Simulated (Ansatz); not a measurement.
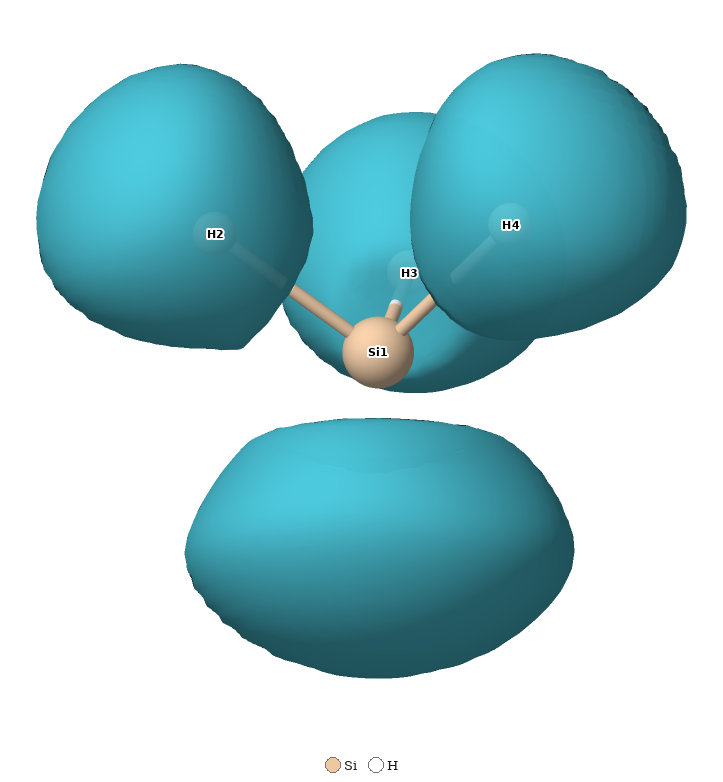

Figure 1: H$_{3}$Si (charge −1). Isosurface of the ELF at 0.85 (cyan), seen from one side. Core shells and regions of very low density are left out.

Geometry: PBE0-D4/def2-TZVPD; the highest occupied orbital lies above zero, a sign that basis and functional describe the outermost electron poorly.

The calculation used RKS PBE0-D4/def2-TZVPD (Ansatz 0.2.0).

### Identify the bonds, lone pairs and shells in this picture.

The ELF exceeds this value in three regions around hydrogen nuclei and one lobe on Si, pointing away from the bonds (lone pairs). Along the contacts the grid gives the following. Si–H (1.55 Å): the ELF climbs to about 1 towards the hydrogen, as it does in any bond to H.
